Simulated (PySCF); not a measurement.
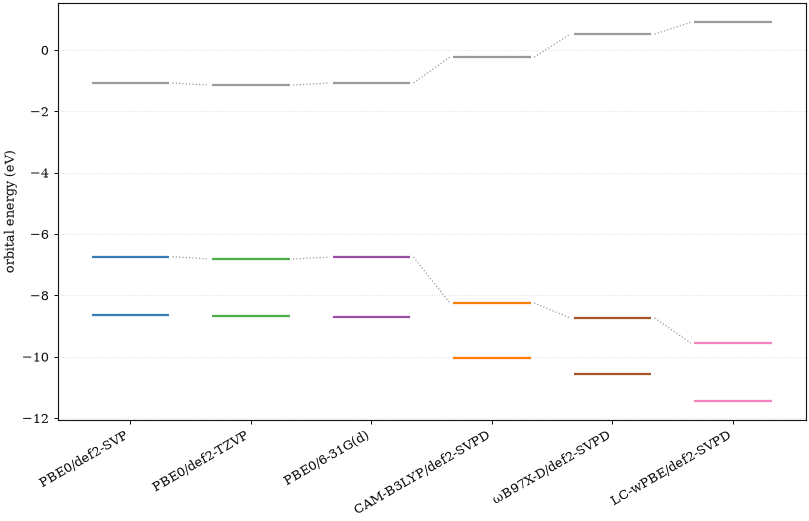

Frontier orbital energies of CH₅Cl₂Ga₂N, SMILES C=[N][GaH-]1[Cl+][GaH2-][Cl+]1, singlet at one geometry, PySCF 2.14.0, at a PBE0-D3(BJ)/def2-SVP geometry (no frequency check). Empty levels are grey, levels within 0.1 eV stand side by side; all columns show the same few orbitals around the gap. Dotted lines join the HOMOs and the LUMOs.

Q: Compare the HOMO-LUMO separations.

A: The separation grows from 5.66 eV (PBE0/def2-SVP) to 10.46 eV (LC-wPBE/def2-SVPD).

```csv
level,HOMO (eV),LUMO (eV),separation (eV)
PBE0/def2-SVP,−6.73,−1.07,5.66
PBE0/def2-TZVP,−6.81,−1.14,5.67
PBE0/6-31G(d),−6.75,−1.07,5.68
CAM-B3LYP/def2-SVPD,−8.24,−0.23,8.01
ωB97X-D/def2-SVPD,−8.74,0.52,9.25
LC-wPBE/def2-SVPD,−9.55,0.91,10.46
```

Limits of at least one run: empty levels above zero depend strongly on the basis; one conformer of a flexible molecule.
